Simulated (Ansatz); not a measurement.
Cost and result by functional for the adsorption energy of CO on the 1x1 (111) surface of fcc Pd, one in a 2x2 cell, started at the site 'bridge Pd-Pd (span 2.8 Å)', in Ansatz (plane waves, PAW). Single points on the PBE structure, on one kind of machine; costs are rough ratios of the slab run's core time (references not counted) to the cheapest single point. r2SCAN's cost holds its higher cutoff (500 against 420 eV). Differences are taken against r2SCAN for comparison alone: no measured value is at hand, so the table doesn't rank accuracy.

Slab: 18 atoms, 6.8 Å thick at the start under the adsorbate (thin: gaps and levels are the slab's own); k 6x6x1, smearing 0.1 eV, dipole-corrected; 8 atoms held, the rest relaxed; held to the start's symmetry, so lower structures may exist; no spin, no spin-orbit, no U, no dispersion correction. At the end it is bonded to 3 Pd. In PBE it is, or lies within 0.03 eV of, the lowest of the starts that converged. These notes are the PBE run's. Adsorption energies are against CO(g). A negative adsorption energy means that the adsorbate is more stable on the surface than in its reference.

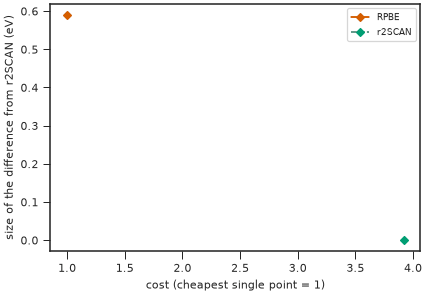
*Difference from r2SCAN against cost*

```json
[
 {"functional": "RPBE", "relative cost": "1", "adsorption energy (eV)": "-1.59", "less r2SCAN (eV)": "0.59"},
 {"functional": "r2SCAN", "relative cost": "4", "adsorption energy (eV)": "-2.18", "less r2SCAN (eV)": "0.00"},
 {"functional": "PBE (the relaxed run's value)", "relative cost": "–", "adsorption energy (eV)": "-1.99", "less r2SCAN (eV)": "0.19"}
]
```

The values span 0.59 eV, while the single points' costs differ by a factor of roughly 4. Differences are of unrounded values.

Ansatz is a first-principles code.
